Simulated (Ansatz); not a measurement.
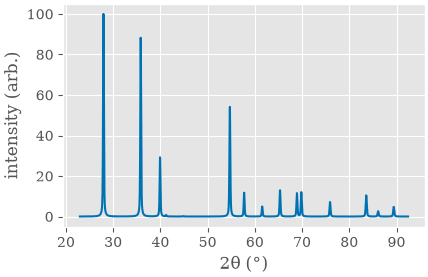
Simulated powder pattern, Cu Kα, λ = 1.54184 Å

The pattern belongs to a structure relaxed with plane-wave PAW PBE (Ansatz code).

**Question.** Which of these materials gives this?
A) MgH2, rutile
B) TeO2, fluorite
C) KCl, rock salt
D) Ge2Rh, P6/mmm (Rh on 1a, Ge on 2d)

**Answer.** A, MgH2, rutile

Space group P4_2/mnm (rutile). The cell was relaxed with PBE under the symmetry of its start.

Potentials: the later of the program's two PAW sets.
